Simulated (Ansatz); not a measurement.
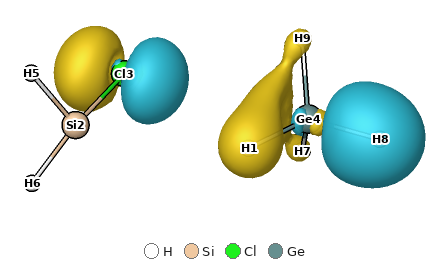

Figure 1: GeH$_{4}$···ClH$_{2}$Si (doublet). The HOMO−1 (β) at ±0.15 Å⁻³ᐟ² (yellow and cyan are the two phases), seen at a tilt.

The product side of a reaction path; geometry: PBE0-D4/def2-TZVP.

These are results of UKS PBE0-D4/def2-TZVPP (Ansatz 0.2.0), not measurements.

The calculation's input:

```
crystal:
  periodic: [false, false, false]
  atoms:
    - {symbol: H, position_ang: [0.942390, 0.245012, 1.068636]}
    - {symbol: Si, position_ang: [-1.948604, -1.333791, 0.325084]}
    - {symbol: Cl, position_ang: [-1.453457, -0.439333, -1.457871]}
    - {symbol: Ge, position_ang: [1.732145, 1.078038, 0.048145]}
    - {symbol: H, position_ang: [-3.270183, -0.809138, 0.761480]}
    - {symbol: H, position_ang: [-1.992934, -2.805524, 0.114707]}
    - {symbol: H, position_ang: [2.148663, 0.185535, -1.127352]}
    - {symbol: H, position_ang: [2.986078, 1.649273, 0.726154]}
    - {symbol: H, position_ang: [0.855905, 2.229928, -0.458983]}
basis:
  gaussian: {orbitals: def2-TZVPP}
magnetization: {spin_polarized: true, initial_magnetization: 1}
hamiltonian: {xc: pbe0, dispersion: d4}
output: {orbitals: {seedname: orbitals}}
```

Launched as:

```sh
ansatz run in.yaml --threads 8 --pin off --events-out ev --progress --plain --max-ram 19148MiB
```

Q: What is the character of this orbital?

A: Its weight (Hirshfeld) is mainly on Ge4 (about 30 %), Cl3 (about 30 %), H8 (about 25 %) and H1 (about 5 %). Its energy is −9.36 eV.
